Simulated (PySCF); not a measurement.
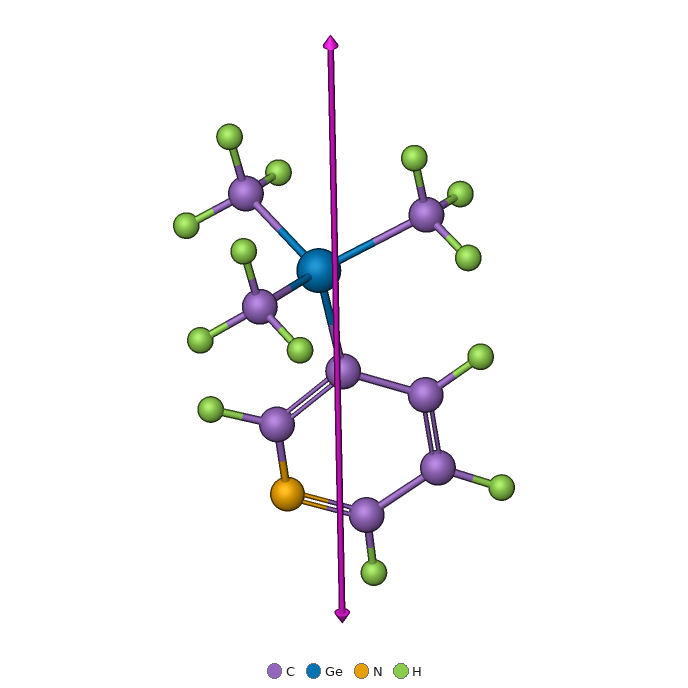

The double arrow shows the direction of the transition dipole to excited singlet state 4 (its length means nothing). The computed structure is the end point of a PBE0-D3(BJ)/def2-SVP optimisation. No frequency run is at hand to confirm it as a minimum. Method: TDDFT B3LYP/def2-SVPD, vertical, gas phase, core orbitals frozen in the response (PySCF 2.14.0).

Question: Give its energy, strength and character.

Answer: 6.00 eV (207 nm), oscillator strength 0.12, mainly HOMO−1 → LUMO+1 (weight 0.72); transition dipole 2.30 D.
